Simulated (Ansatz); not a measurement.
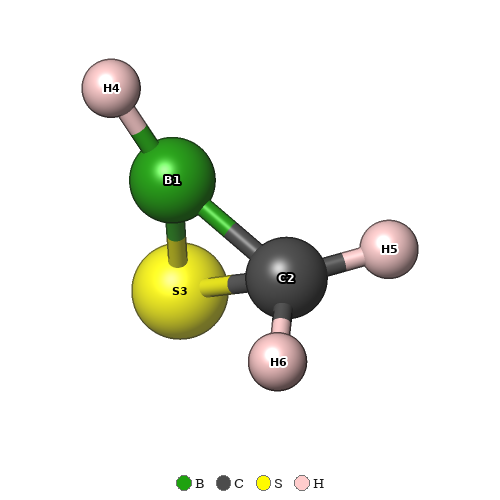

The system is CH₃BS (SMILES B1CS1) with the probe F-; the picture shows it without the atoms that are moved over the map. The probe is moved over the molecule's main plane. Coordinates scanned: (1) x of the probe's F atom; (2) y of the probe's F atom. Nothing is relaxed (molecule and probe rigid). The grid has 11 × 15 points. At 23 points there is no value (left out of the scan, as a rule where atoms come close). Points are written as (first, second). Energies: eV, counted from molecule and probe far apart, each relaxed in its own basis (no counterpoise correction). Energies and slopes of some neighbouring points disagree (a jump in structure or state, or too coarse a mesh). Theory: RKS CAM-B3LYP-D4/def2-SVPD in Ansatz.

Range: x of the probe's F atom from −3.65 to 3.65 Å; y of the probe's F atom from −5.11 to 5.11 Å.

Question: What will the energy surface look like?

Answer: The lowest grid point is at (−2.92 Å, 2.19 Å) [nearest 2 H at 2.31 Å], −0.50 eV from molecule and probe far apart, each relaxed in its own basis (no counterpoise correction). The highest grid point, (0.00 Å, 1.46 Å) [nearest 1 C at 1.10 Å], lies 13.75 eV above the lowest.

```csv
"y of the probe's F atom ↓, x of the probe's F atom →",−3.65,−2.92,−2.19,−1.46,−0.73,0.00,0.73,1.46,2.19,2.92,3.65
5.11,−0.12,−0.14,−0.15,−0.14,−0.13,−0.11,−0.08,−0.05,−0.03,−0.01,0.00
4.38,−0.17,−0.20,−0.23,−0.23,−0.21,−0.17,−0.13,−0.08,−0.05,−0.02,0.00
3.65,−0.23,−0.30,−0.36,−0.37,−0.33,−0.27,−0.21,−0.15,−0.10,−0.05,−0.02
2.92,−0.31,−0.43,−0.46,−0.25,−0.08,−0.15,−0.21,−0.23,−0.19,−0.12,−0.05
2.19,−0.39,−0.50,0.13,3.20,4.44,2.21,1.11,0.31,−0.09,−0.19,−0.11
1.46,−0.43,−0.42,2.44,–,–,13.25,10.06,6.46,1.95,0.01,−0.18
0.73,−0.42,−0.32,3.34,–,–,–,–,–,–,0.58,−0.24
0.00,−0.37,−0.29,2.38,–,–,–,–,–,–,0.37,−0.32
−0.73,−0.32,−0.32,1.05,–,–,–,–,–,3.29,−0.31,−0.33
−1.46,−0.28,−0.35,0.43,6.49,–,–,8.81,3.85,0.19,−0.40,−0.24
−2.19,−0.24,−0.34,0.06,5.08,–,–,1.83,0.26,−0.22,−0.23,−0.12
−2.92,−0.20,−0.31,−0.36,0.23,1.82,1.10,0.04,−0.19,−0.17,−0.11,−0.05
−3.65,−0.16,−0.24,−0.35,−0.42,−0.39,−0.31,−0.25,−0.17,−0.10,−0.05,−0.02
−4.38,−0.12,−0.16,−0.22,−0.28,−0.29,−0.24,−0.17,−0.10,−0.05,−0.02,0.00
−5.11,−0.08,−0.10,−0.13,−0.15,−0.15,−0.13,−0.09,−0.06,−0.03,−0.01,0.00
```

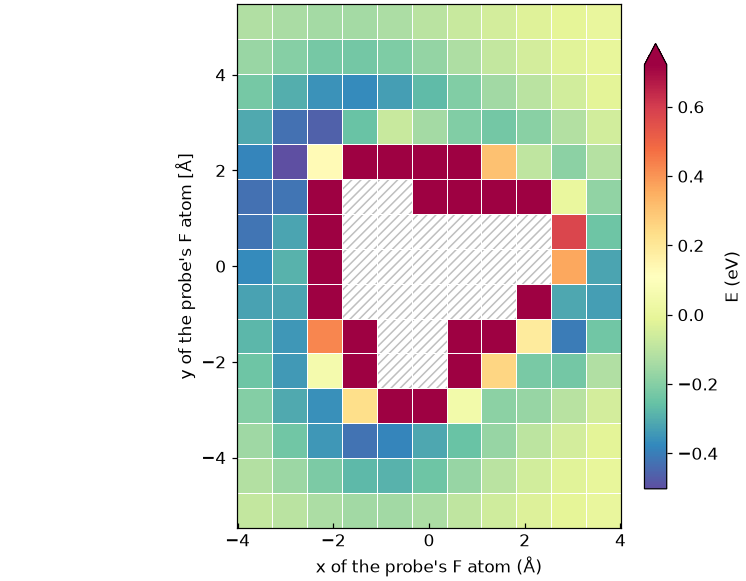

In the figure: one coloured cell a grid point, one colour for all values above the top of the scale, hatched blanks where no value was computed.

The whole map (142 points run) took 8.4 min on 1 thread of Intel(R) Xeon(R) Platinum 8375C CPU @ 2.90GHz (Ice Lake), on a shared host.
